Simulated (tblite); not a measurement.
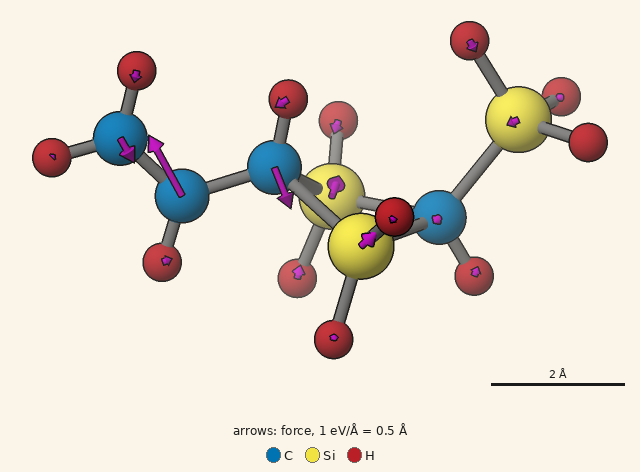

Starting geometry of C₄H₁₂Si₃ with the computed forces as purple arrows. Style: ball-and-stick. Shown at a tilt.

These are results of GFN2-xTB geometry optimisation, gas phase in tblite 0.8.0, not measurements. 

**Is this structure relaxed? If not, where do the atoms go?**

It isn't relaxed: the largest force vector, on a C atom, is 2.21 eV/Å. The final displacements have little in common with the starting forces (cosine between the two patterns 0.11). The energy falls by 0.287 eV in 75 geometry steps. The largest moves after the best rigid fit, 0.69 Å, are those of H atoms. By element the largest moves are H 0.69 Å, C 0.42 Å, Si 0.40 Å. Some distances before and after: C–Si 1.923 → 1.892 Å, H–Si 1.493 → 1.464 Å, C–C 1.348 → 1.324 Å, C–Si 1.940 → 1.924 Å. Bond angles that change, for instance: C–C–H 115.9° → 108.9°, Si–C–Si 84.6° → 91.6°, Si–C–Si 84.5° → 91.2°. Cost: 1 s on 1 thread of Intel(R) Xeon(R) Processor @ 2.70GHz (shared host).
